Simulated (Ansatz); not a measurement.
A series of calculations on CH$_{9}$NOSi$_{3}$

## 1. Relaxation

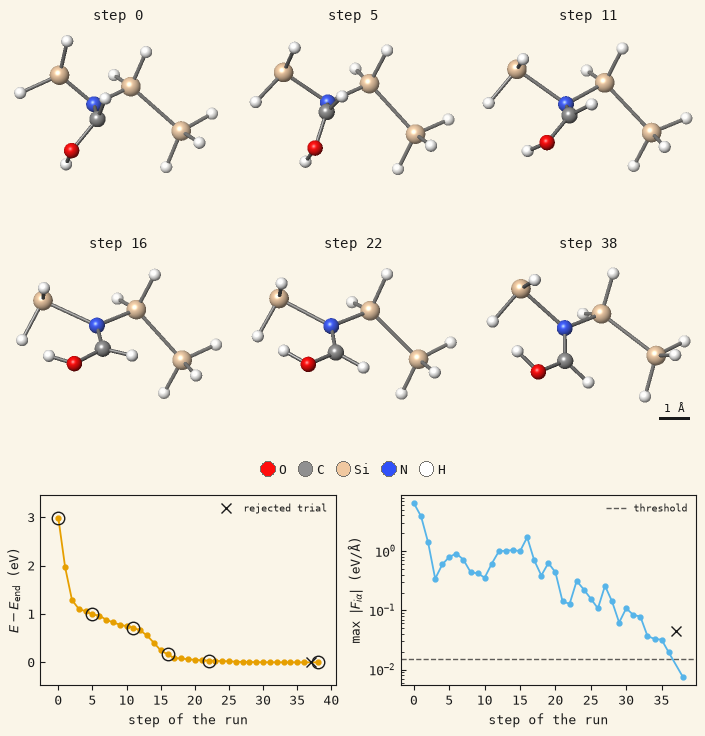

Frames of a relaxation of CH$_{9}$NOSi$_{3}$, marked on the history of the run. A ball-and-stick model, seen at a tilt.

The run prepares an end point of a later path (torsion) calculation, from a guessed geometry.

The calculation used Ansatz, RKS B3LYP/cc-pVDZ. Set-up: no spin polarisation; force threshold 0.015 eV/Å; at most 40 steps.

Q: What happens along the run?

A: The largest move after the best rigid fit is that of an H atom, 2.49 Å. Largest moves by element: H 2.49 Å, C 0.79 Å, Si 0.58 Å, O 0.26 Å, N 0.19 Å. Among the contacts that change: C–Si 2.285 → 2.940 Å, Si–Si 2.741 → 3.232 Å, N–Si 1.582 → 2.036 Å, C–N 1.479 → 1.296 Å. Among the angles between lasting bonds that change: N–Si–H 118.2° → 90.2°, C–N–Si 96.5° → 122.3°, N–Si–H 116.5° → 90.9°. Over 37 accepted moves (38 points after the start) the energy falls by 2.990 eV. Largest force component: 6.4 eV/Å at the start, 0.0076 eV/Å at the end. The line search rejected the trial step at point 37 of the run. From step 0 to 5: an H atom moves most (0.50 Å), energy −1.999 eV. From step 5 to 11: an H atom moves most (0.66 Å), energy −0.273 eV. From step 11 to 16: H atoms move most (0.93 Å), energy −0.553 eV. From step 16 to 22: an H atom moves most (0.55 Å), energy −0.128 eV. From step 22 to 38: an H atom moves most (0.88 Å), energy −0.036 eV.

```tsv
step	E − E(0), eV	largest force component, eV/Å	note
0	0.0000	6.3748	
1	-1.0243	3.8646	
2	-1.6990	1.3992	
3	-1.8841	0.3415	
4	-1.9331	0.5948	
5	-1.9991	0.7993	
6	-2.0212	0.9092	
7	-2.1070	0.7120	
8	-2.1625	0.4418	
9	-2.2085	0.4198	
10	-2.2424	0.3570	
11	-2.2724	0.6156	
13	-2.4335	1.0159	
14	-2.5861	1.0394	
16	-2.8252	1.7105	
17	-2.9034	0.6980	
19	-2.9285	0.6310	
20	-2.9360	0.4369	
22	-2.9536	0.1286	
23	-2.9576	0.3142	
25	-2.9680	0.1571	
26	-2.9768	0.1078	
28	-2.9828	0.1411	
29	-2.9860	0.0622	
31	-2.9881	0.0838	
32	-2.9888	0.0784	
34	-2.9895	0.0328	
35	-2.9896	0.0321	
37	-2.9896	0.0453	rejected
38	-2.9896	0.0076
```

## 2. Relaxation

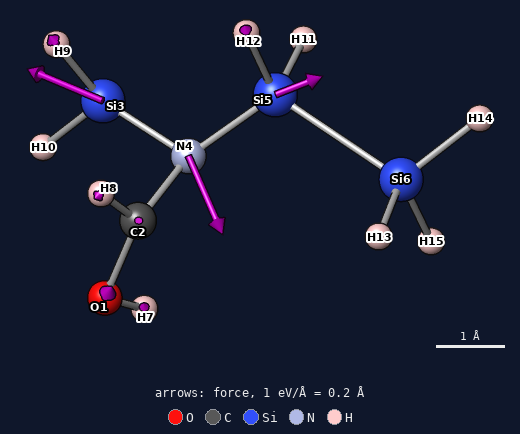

Starting geometry of CH$_{9}$NOSi$_{3}$ with the computed forces as purple arrows. Style: ball-and-stick. Shown at a tilt.

The run prepares an end point of a later path (torsion) calculation, from a guessed geometry.

Theory: Ansatz, RKS B3LYP/cc-pVDZ.

The input:
```yaml
crystal:
  periodic: [false, false, false]
  atoms:
    - { symbol: O, position_ang: [-2.0248, -1.5078, 1.0262] }
    - { symbol: C, position_ang: [-1.1912, -1.0878, -0.0597] }
    - { symbol: Si, position_ang: [0.8283, -2.0602, 0.3867] }
    - { symbol: "N", position_ang: [0.1479, -0.6322, 0.3727] }
    - { symbol: Si, position_ang: [1.0015, 0.5661, -0.3791] }
    - { symbol: Si, position_ang: [-0.0331, 2.6701, -0.3539] }
    - { symbol: H, position_ang: [-1.7461, -1.0325, 1.8379] }
    - { symbol: H, position_ang: [-1.2737, -1.5522, -1.031] }
    - { symbol: H, position_ang: [1.0676, -2.7087, -0.868] }
    - { symbol: H, position_ang: [0.4414, -2.9744, 1.5118] }
    - { symbol: H, position_ang: [2.2848, 0.6706, 0.3861] }
    - { symbol: H, position_ang: [1.3154, 0.1766, -1.7445] }
    - { symbol: H, position_ang: [-1.31515, 2.64815, -1.0817] }
    - { symbol: H, position_ang: [0.85615, 3.72628, -0.96874] }
    - { symbol: H, position_ang: [-0.33311, 3.07018, 1.0475] }
basis:
  gaussian: { orbitals: cc-pVDZ }
hamiltonian:
  xc: b3lyp
relax:
  f_tol: 0.015
  max_steps: 40
output:
  orbitals: {}
```

Launched with:
```bash
ansatz run input.yaml --threads 2 --pin off --max-ram 3072MiB --backend cpu --events-out ev --progress --plain --runs-dir out
```

Is this structure relaxed? If not, where do the atoms go?

It isn't relaxed: the largest force vector, on Si3, is 6.92 eV/Å. The final displacements have little in common with the starting forces (cosine between the two patterns 0.13). After 35 accepted moves (37 points after the start) the energy has fallen by 288.1 kJ/mol. The largest force component goes from 6.4 to 0.013 eV/Å. The line search rejected the trial steps at points 20, 26 of the run. H8 moves most after the best rigid fit: 2.49 Å. By element the largest moves are H 2.49 Å, C 0.79 Å, Si 0.58 Å, O 0.27 Å, N 0.19 Å. Some distances before and after: C2–Si3 2.285 → 2.940 Å, Si3–Si5 2.741 → 3.232 Å, Si3–N4 1.582 → 2.036 Å, C2–N4 1.479 → 1.296 Å. Bond angles that change, for instance: N4–Si3–H9 118.2° → 90.2°, C2–N4–Si3 96.5° → 122.2°, N4–Si3–H10 116.5° → 90.9°. Cost: 4.2 min on 2 threads of Arm Neoverse V1 (shared host), peak memory 0.44 GiB.

## 3. Path

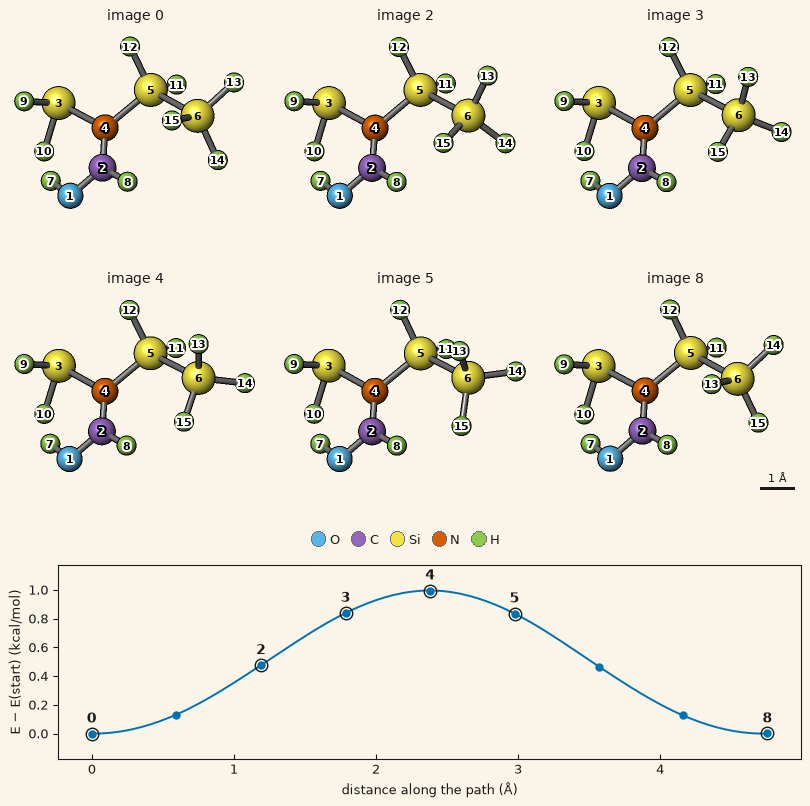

A search for the minimum-energy path of CH₉NOSi₃ by the nudged elastic band. Images are numbered from 0 (start) to 8 (end). A ball-and-stick model, seen at a tilt.

Computed with Ansatz, RKS B3LYP/cc-pVDZ. Set-up: 7 movable images; climbing image; force threshold 0.05 eV/Å; iteration limit 27; starting path by image-dependent pair potential.

> What happens along the path, and what is the barrier?

The two ends have the same energy, and the highest point, image 4, lies 1.00 kcal/mol above the start. The motion is a rotation about the Si5–Si6 bond by about 120°. No bond forms or breaks between the ends. The band converged in 7 iterations, with a climbing image at the top. At the top, the vibrational analysis gives one imaginary mode (103i cm⁻¹), as a transition state must have.

Cost: 5.5 min on 2 threads of Arm Neoverse V1, on a shared host, peak memory 0.44 GiB.
